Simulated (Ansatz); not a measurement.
# A workflow on Si2H6O (disilanol)

We compute a series of 34 runs (PBE0/def2-SVP, UPBE0/def2-SVP, PBE/def2-TZVP, UPBE/def2-TZVP, B3LYP/def2-TZVP, UB3LYP/def2-TZVP, HF/def2-TZVP, UHF/def2-TZVP) of H6OSi2 and its partners. 

Program for the calculation: Ansatz 0.2.0.

## 1. Starting point

Si2H6O has 9 atoms, charge 0, and is taken as a singlet. As SMILES, `O[SiH2][SiH3]`. The coordinates come from a PBE0-D4/def2-TZVP relaxation. This is one conformer, not always the lowest. The run starts from this shape.

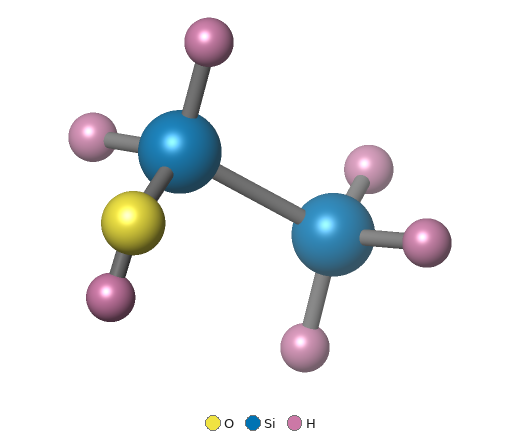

The structure, seen from a chosen angle (oxygen yellow, silicon blue, hydrogen pink).

## 2. A structure relaxation at PBE0/def2-SVP (paw set gaussian, start density atoms) (run 1)

job.yaml

```yaml
crystal:
  periodic: [false, false, false]
  atoms:
    - {symbol: O, position_ang: [-1.609000, 1.039900, -0.762000]}
    - {symbol: Si, position_ang: [0.004800, 0.933100, -0.415900]}
    - {symbol: Si, position_ang: [0.544200, -1.038400, 0.738600]}
    - {symbol: H, position_ang: [-1.996600, 0.341400, -1.290800]}
    - {symbol: H, position_ang: [0.830600, 0.994500, -1.657800]}
    - {symbol: H, position_ang: [0.311400, 2.125200, 0.413000]}
    - {symbol: H, position_ang: [2.012900, -1.104800, 0.974500]}
    - {symbol: H, position_ang: [0.146200, -2.228200, -0.066200]}
    - {symbol: H, position_ang: [-0.156000, -1.109100, 2.049500]}
basis:
  gaussian:
    orbitals: def2-SVP
hamiltonian:
  xc: pbe0
relax: {}
```

Launch:

```bash
$ ansatz run job.yaml --threads 1 --pin off --max-ram 3480MiB --events-out events.jsonl --progress --plain --runs-dir runs
```

What it wrote:

```text
Warning: RAYON_NUM_THREADS=1 ignored (pool sized by the plan → 1); use --threads N
The last accepted step is kept in runs//last_step.txt (removed where the run ends without a failure and the disk answers)
[... 58 lines left out ...]
Total energy: -17885.02272969 eV, -657.2624624124 hartree
[... 9 lines left out ...]
Dipole moment:    -0.009549    -0.198965    -0.153143 e Å
```

Run time: 21 s. Hardware: 1 thread of Arm Neoverse V2, shared host; peak memory 0.14 GiB.

Steps, from the record of the run:

| step | energy from the first frame kept (eV) | largest force (eV/Å) |
| --- | --- | --- |
| 1 | 0.0000 | 0.5209 |
| 2 | -0.0073 | 0.2921 |
| 3 | -0.0088 | 0.0896 |
| 4 | -0.0091 | 0.0328 |
| 5 | -0.0093 | 0.0546 |
| 6 | -0.0094 | 0.0341 |
| 7 | -0.0094 | 0.0053 |

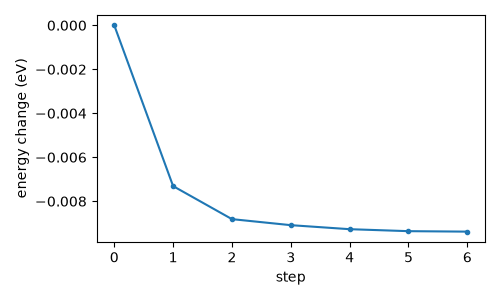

Energy along the run.

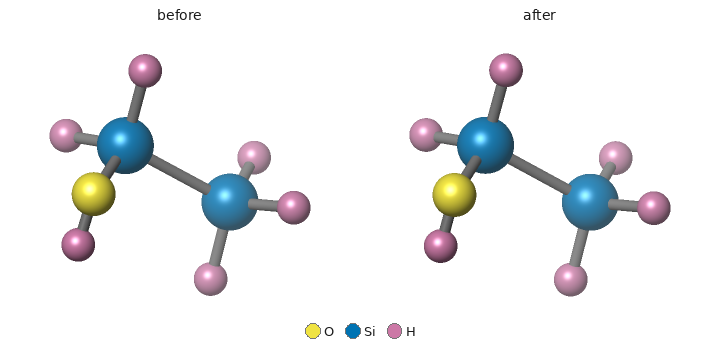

Before and after, at one scale.

After the run. Bond lengths: O1–Si2 1.673 Å, Si2–Si3 2.353 Å, O1–H4 0.962 Å, Si2–H5 1.500 Å, Si2–H6 1.490 Å, Si3–H7 1.497 Å, Si3–H8 1.498 Å, Si3–H9 1.496 Å. Some angles: O1–Si2–Si3 111.5°, O1–Si2–H5 111.9°, O1–Si2–H6 105.9°, Si3–Si2–H5 108.6°, Si3–Si2–H6 110.4°, Si2–O1–H4 116.5°, Si2–Si3–H7 110.5°, Si2–Si3–H8 110.1°, Si2–Si3–H9 111.0°, H5–Si2–H6 108.5°.

## 3. The doublet cation: a geometry optimisation at UPBE0/def2-SVP (paw set gaussian, start density atoms) (run 2)

molecule.yaml

```yaml
crystal:
  periodic: [false, false, false]
  atoms:
    - symbol: O
      position_ang: [-1.609000, 1.039900, -0.762000]
    - symbol: Si
      position_ang: [0.004800, 0.933100, -0.415900]
    - symbol: Si
      position_ang: [0.544200, -1.038400, 0.738600]
    - symbol: H
      position_ang: [-1.996600, 0.341400, -1.290800]
    - symbol: H
      position_ang: [0.830600, 0.994500, -1.657800]
    - symbol: H
      position_ang: [0.311400, 2.125200, 0.413000]
    - symbol: H
      position_ang: [2.012900, -1.104800, 0.974500]
    - symbol: H
      position_ang: [0.146200, -2.228200, -0.066200]
    - symbol: H
      position_ang: [-0.156000, -1.109100, 2.049500]
basis:
  gaussian: {orbitals: def2-SVP}
relax: {}
total_charge: 1
magnetization: {spin_polarized: true, initial_magnetization: 1}
hamiltonian: {xc: {name: PBE0}}
```

Launch:

```bash
$ ansatz run molecule.yaml --threads 1 --pin off --max-ram 3480MiB --events-out events.jsonl --progress --plain --runs-dir runs
```

What it wrote, cut to the lines that bear on the results:

```text
Warning: RAYON_NUM_THREADS=1 ignored (pool sized by the plan → 1); use --threads N
[... 1 set-up line as earlier in the session ...]
[... 84 lines left out ...]
Total energy: -17875.88538223 eV, -656.9266710866 hartree
[... 9 lines left out ...]
Dipole moment:     0.206739    -0.171432    -0.195507 e Å
```

Run time: 52 s. Hardware: 1 thread of Arm Neoverse V2, shared host; peak memory 0.2 GiB.

The path in brief:

| step | energy from the first frame kept (eV) | largest force (eV/Å) |
| --- | --- | --- |
| 1 | 0.0000 | 3.0338 |
| 2 | -0.6268 | 1.7440 |
| 3 | -0.6593 | 1.2590 |
| 4 | -0.7775 | 0.6812 |
| 5 | -0.7869 | 0.1270 |
| 6 | -0.7887 | 0.2142 |
| 7 | -0.7913 | 0.0394 |
| 8 | -0.7918 | 0.0177 |
| 9 | -0.7920 | 0.0168 |
| 10 | -0.7921 | 0.0134 |
| 11 | -0.7921 | 0.0033 |

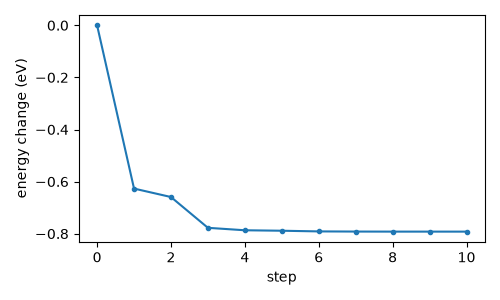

Energy along the run.

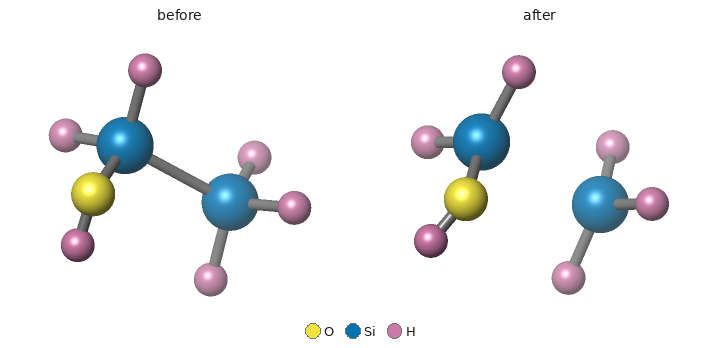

Before and after, at one scale.

After the run. Bond lengths: O1–Si2 1.623 Å, Si2–Si3 2.623 Å, O1–H4 0.968 Å, Si2–H5 1.483 Å, Si2–H6 1.480 Å, Si3–H7 1.486 Å, Si3–H8 1.483 Å, Si3–H9 1.482 Å. Some angles: O1–Si2–Si3 100.9°, O1–Si2–H5 118.1°, O1–Si2–H6 111.7°, Si3–Si2–H5 101.5°, Si3–Si2–H6 96.9°, Si2–O1–H4 125.5°, Si2–Si3–H7 97.0°, Si2–Si3–H8 100.4°, Si2–Si3–H9 99.8°, H5–Si2–H6 121.7°.

Runs 3 to 29 aren't shown in full; the table further down has their settings and results.

## 4. OH: a single-point energy at UHF/def2-TZVP (paw set gaussian, start density atoms) (run 30)

run.yaml

```yaml
crystal:
  periodic: [false, false, false]
  atoms:
    - symbol: O
      position_ang: [-1.605310, 1.046550, -0.756965]
    - symbol: H
      position_ang: [-2.000290, 0.334750, -1.295835]
basis:
  gaussian: {orbitals: def2-TZVP}
magnetization: {spin_polarized: true, initial_magnetization: 1}
hamiltonian: {xc: hf}
```

Launch:

```bash
$ ansatz run run.yaml --threads 1 --pin off --max-ram 3480MiB --events-out events.jsonl --progress --plain --runs-dir runs
```

What it wrote:

```text
Warning: RAYON_NUM_THREADS=1 ignored (pool sized by the plan → 1); use --threads N
Functional definition: HF
  name "HF"
  exchange = exact_x
  correlation = 0
226 factors; their error is unknown
mean field evaluation 1: about -2051.8071 eV, gradient 1.2e1 eV
mean field evaluation 2: about -2052.2501 eV, gradient 4.0e0 eV
mean field evaluation 4: about -2052.3094 eV, gradient 2.3e-1 eV
mean field evaluation 8: about -2052.3367 eV, gradient 1.6e-4 eV
mean field evaluation 16: about -2052.3367 eV, gradient 1.3e-5 eV
mean field -2052.33666945 eV, -75.4219814786 hartree, gradient 1.3e-5 eV, S^2 0.756486; 0 other end points of the search recorded, 0 dependent functions left out
reference -2052.33666945 eV, -75.4219814786 hartree; 5, 4 occupied and 32, 33 virtual orbitals, 226 factors
Total energy: -2052.33666945 eV, -75.4219814786 hartree
```

It took 0.08 s on 1 thread of Arm Neoverse V2, shared host.

Runs 31 to 33 aren't shown in full; the table further down has their settings and results.

## 5. Si2H5O: a single-point energy at UHF/def2-TZVP (paw set gaussian, start density atoms) (run 34)

run.yaml

```yaml
crystal:
  periodic: [false, false, false]
  atoms:
    - {symbol: O, position_ang: [-1.617248, 1.027159, -0.830720]}
    - {symbol: Si, position_ang: [-0.003214, 0.997420, -0.402484]}
    - {symbol: Si, position_ang: [0.513385, -0.947398, 0.789535]}
    - {symbol: H, position_ang: [-1.949462, 0.249505, -1.289009]}
    - {symbol: H, position_ang: [0.912162, 1.024392, -1.589214]}
    - {symbol: H, position_ang: [0.208608, 2.235622, 0.400650]}
    - {symbol: H, position_ang: [1.961857, -1.322352, 0.815910]}
    - {symbol: H, position_ang: [-0.083787, -1.082548, 2.154432]}
basis:
  gaussian:
    orbitals: def2-TZVP
hamiltonian:
  xc: hf
magnetization:
  spin_polarized: true
  initial_magnetization: 1
```

Launch:

```bash
$ ansatz run run.yaml --threads 1 --pin off --max-ram 3480MiB --events-out events.jsonl --progress --plain --runs-dir runs
```

What it wrote:

```text
Warning: RAYON_NUM_THREADS=1 ignored (pool sized by the plan → 1); use --threads N
[... 4 set-up lines as earlier in the session ...]
1018 factors; their error is unknown
mean field evaluation 1: about -17838.8202 eV, gradient 2.5e1 eV
mean field evaluation 2: about -17840.9434 eV, gradient 1.7e1 eV
mean field evaluation 4: about -17842.0139 eV, gradient 6.8e-1 eV
mean field evaluation 8: about -17842.0277 eV, gradient 5.1e-2 eV
mean field -17842.35294191 eV, -655.6943766339 hartree, gradient 1.6e-5 eV, S^2 0.761869; 0 other end points of the search recorded, 0 dependent functions left out
reference -17842.35294191 eV, -655.6943766339 hartree; 21, 20 occupied and 114, 115 virtual orbitals, 1018 factors
Total energy: -17842.35294191 eV, -655.6943766339 hartree
```

Wall time 2.9 s (1 thread of Arm Neoverse V2, shared host); peak memory 0.27 GiB.

## 6. The series

| run | level | broken bond | fragment atoms | partner | energy (Eh) | wall time |
| --- | --- | --- | --- | --- | --- | --- |
| 1 | PBE0/def2-SVP (paw set gaussian, start density atoms) | – | – | base | -657.262462 | 21 s |
| 2 | UPBE0/def2-SVP (paw set gaussian, start density atoms) | – | – | cation | -656.926671 | 52 s |
| 3 | UPBE0/def2-SVP (paw set gaussian, start density atoms) | – | – | anion | -657.238507 | 62 s |
| 4 | UPBE0/def2-SVP (paw set gaussian, start density atoms) | (2, 1) | (2, 3, 5, 6, 7, 8, 9) | fragment | -581.492983 | 16 s |
| 5 | UPBE0/def2-SVP (paw set gaussian, start density atoms) | (2, 1) | (1, 4) | fragment | -75.587689 | 0.93 s |
| 6 | UPBE0/def2-SVP (paw set gaussian, start density atoms) | (4, 1) | (1, 2, 3, 5, 6, 7, 8, 9) | fragment | -656.582205 | 46 s |
| 7 | UPBE0/def2-SVP (paw set gaussian, start density atoms) | (8, 3) | (1, 2, 3, 4, 5, 6, 7, 9) | fragment | -656.622340 | 39 s |
| 8 | PBE/def2-TZVP (paw set gaussian, start density atoms) | – | – | base | -657.503659 | 3.3 s |
| 9 | UPBE/def2-TZVP (paw set gaussian, start density atoms) | – | – | cation | -657.174276 | 5.7 s |
| 10 | UPBE/def2-TZVP (paw set gaussian, start density atoms) | – | – | anion | -657.491157 | 6 s |
| 11 | UPBE/def2-TZVP (paw set gaussian, start density atoms) | (2, 1) | (2, 3, 5, 6, 7, 8, 9) | fragment | -581.633017 | 3.3 s |
| 12 | UPBE/def2-TZVP (paw set gaussian, start density atoms) | (2, 1) | (1, 4) | fragment | -75.681726 | 0.4 s |
| 13 | UPBE/def2-TZVP (paw set gaussian, start density atoms) | (4, 1) | (4) | fragment | -0.499616 | 0.06 s |
| 14 | UPBE/def2-TZVP (paw set gaussian, start density atoms) | (4, 1) | (1, 2, 3, 5, 6, 7, 8, 9) | fragment | -656.831531 | 8.1 s |
| 15 | UPBE/def2-TZVP (paw set gaussian, start density atoms) | (8, 3) | (8) | fragment | -0.499616 | 0.06 s |
| 16 | UPBE/def2-TZVP (paw set gaussian, start density atoms) | (8, 3) | (1, 2, 3, 4, 5, 6, 7, 9) | fragment | -656.865330 | 5.4 s |
| 17 | B3LYP/def2-TZVP (paw set gaussian, start density atoms) | – | – | base | -657.947342 | 3.9 s |
| 18 | UB3LYP/def2-TZVP (paw set gaussian, start density atoms) | – | – | cation | -657.612509 | 7.5 s |
| 19 | UB3LYP/def2-TZVP (paw set gaussian, start density atoms) | – | – | anion | -657.929114 | 7.5 s |
| 20 | UB3LYP/def2-TZVP (paw set gaussian, start density atoms) | (2, 1) | (2, 3, 5, 6, 7, 8, 9) | fragment | -581.993645 | 3.9 s |
| 21 | UB3LYP/def2-TZVP (paw set gaussian, start density atoms) | (2, 1) | (1, 4) | fragment | -75.768138 | 0.34 s |
| 22 | UB3LYP/def2-TZVP (paw set gaussian, start density atoms) | (4, 1) | (4) | fragment | -0.502154 | 0.08 s |
| 23 | UB3LYP/def2-TZVP (paw set gaussian, start density atoms) | (4, 1) | (1, 2, 3, 5, 6, 7, 8, 9) | fragment | -657.266573 | 11 s |
| 24 | UB3LYP/def2-TZVP (paw set gaussian, start density atoms) | (8, 3) | (8) | fragment | -0.502154 | 0.08 s |
| 25 | UB3LYP/def2-TZVP (paw set gaussian, start density atoms) | (8, 3) | (1, 2, 3, 4, 5, 6, 7, 9) | fragment | -657.299971 | 6.9 s |
| 26 | HF/def2-TZVP (paw set gaussian, start density atoms) | – | – | base | -656.310191 | 1.7 s |
| 27 | UHF/def2-TZVP (paw set gaussian, start density atoms) | – | – | cation | -656.006366 | 5.1 s |
| 28 | UHF/def2-TZVP (paw set gaussian, start density atoms) | – | – | anion | -656.255283 | 3.6 s |
| 29 | UHF/def2-TZVP (paw set gaussian, start density atoms) | (2, 1) | (2, 3, 5, 6, 7, 8, 9) | fragment | -580.747414 | 1.2 s |
| 30 | UHF/def2-TZVP (paw set gaussian, start density atoms) | (2, 1) | (1, 4) | fragment | -75.421981 | 0.08 s |
| 31 | UHF/def2-TZVP (paw set gaussian, start density atoms) | (4, 1) | (4) | fragment | -0.499810 | 0.04 s |
| 32 | UHF/def2-TZVP (paw set gaussian, start density atoms) | (4, 1) | (1, 2, 3, 5, 6, 7, 8, 9) | fragment | -655.665995 | 13 s |
| 33 | UHF/def2-TZVP (paw set gaussian, start density atoms) | (8, 3) | (8) | fragment | -0.499810 | 0.04 s |
| 34 | UHF/def2-TZVP (paw set gaussian, start density atoms) | (8, 3) | (1, 2, 3, 4, 5, 6, 7, 9) | fragment | -655.694377 | 2.9 s |

## 7. Outcome

```
                                                                                                                                       quantity          value
                                                                                                                   Si2H5O, run 34: total energy  -655.69438 Eh
                                                                                                                           Si2H5O, run 34: ⟨S²⟩          0.762
                         adiabatic electron affinity (to the doublet anion, shapes relaxed at PBE0/def2-SVP, no zero-point term), PBE/def2-TZVP      -0.340 eV
                       adiabatic electron affinity (to the doublet anion, shapes relaxed at PBE0/def2-SVP, no zero-point term), B3LYP/def2-TZVP      -0.496 eV
                          adiabatic electron affinity (to the doublet anion, shapes relaxed at PBE0/def2-SVP, no zero-point term), HF/def2-TZVP      -1.494 eV
  dissociation energy of the H8–Si3 bond into doublet H and doublet Si2H5O (shapes relaxed at PBE0/def2-SVP, no zero-point term), PBE/def2-TZVP       3.775 eV
dissociation energy of the Si2–O1 bond into doublet Si2H5 and doublet OH (shapes relaxed at PBE0/def2-SVP, no zero-point term), B3LYP/def2-TZVP       5.049 eV
    dissociation energy of the H4–O1 bond into doublet H and doublet Si2H5O (shapes relaxed at PBE0/def2-SVP, no zero-point term), HF/def2-TZVP       3.929 eV
   dissociation energy of the Si2–O1 bond into doublet Si2H5 and doublet OH (shapes relaxed at PBE0/def2-SVP, no zero-point term), HF/def2-TZVP       3.831 eV
                         adiabatic ionisation energy (to the doublet cation, shapes relaxed at PBE0/def2-SVP, no zero-point term), HF/def2-TZVP       8.267 eV
```

What this shows: At PBE/def2-TZVP: the adiabatic electron affinity (to the doublet anion, shapes relaxed at PBE0/def2-SVP, no zero-point term) is −0.34 eV (−7.8 kcal/mol). A negative value puts this state of the anion above the relaxed parent: the electron is not bound at this level, and such a value depends on the basis. At B3LYP/def2-TZVP: the adiabatic electron affinity (to the doublet anion, shapes relaxed at PBE0/def2-SVP, no zero-point term) is −0.50 eV (−47.9 kJ/mol). At HF/def2-TZVP: the adiabatic electron affinity (to the doublet anion, shapes relaxed at PBE0/def2-SVP, no zero-point term) is −1.49 eV (−144 kJ/mol). At PBE/def2-TZVP: the dissociation energy of the H8–Si3 bond into doublet H and doublet Si2H5O (shapes relaxed at PBE0/def2-SVP, no zero-point term) is 3.77 eV (364 kJ/mol). At B3LYP/def2-TZVP: the dissociation energy of the Si2–O1 bond into doublet Si2H5 and doublet OH (shapes relaxed at PBE0/def2-SVP, no zero-point term) is 5.05 eV (116 kcal/mol). Totals of different functionals can't be ranked against each other. All runs together took 5.6 min, the longest 62 s.
